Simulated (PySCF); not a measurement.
```xyz
2

Sn    0.0000    0.0000   -1.0098
Br    0.0000    0.0000    1.5342
```

Core potentials replace the inner electrons of Sn.

Method: PBE0/cc-pVDZ(-PP), non-relativistic Hamiltonian with scalar-relativistic core potentials where named, at a bond length of 2.544 Å in PySCF 2.14.0.

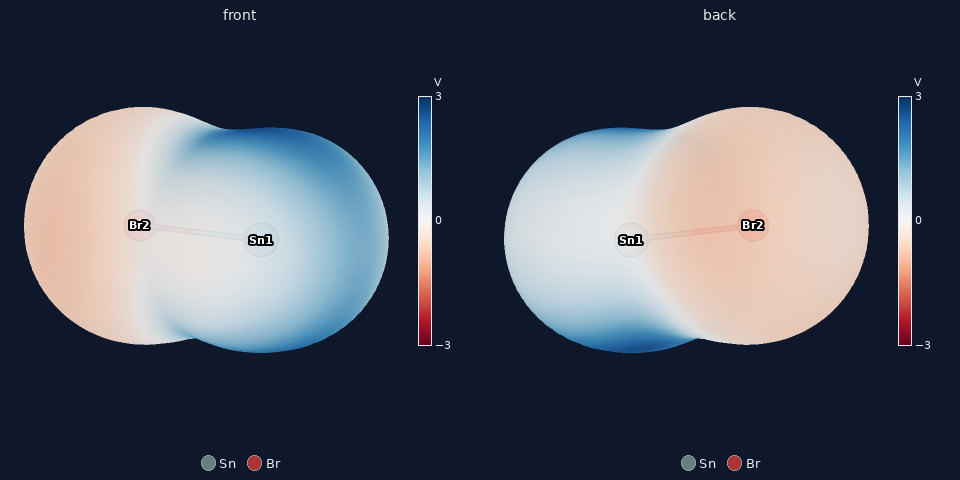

SnBr (doublet). The electrostatic potential painted on the density surface at 0.002 e/bohr³, seen from the front and from behind; red is negative and blue positive.

Where is the surface potential most negative and most positive?

Answer. The most negative region (about −0.8 V) lies over Br2, the most positive (about +2.6 V) over Sn1.
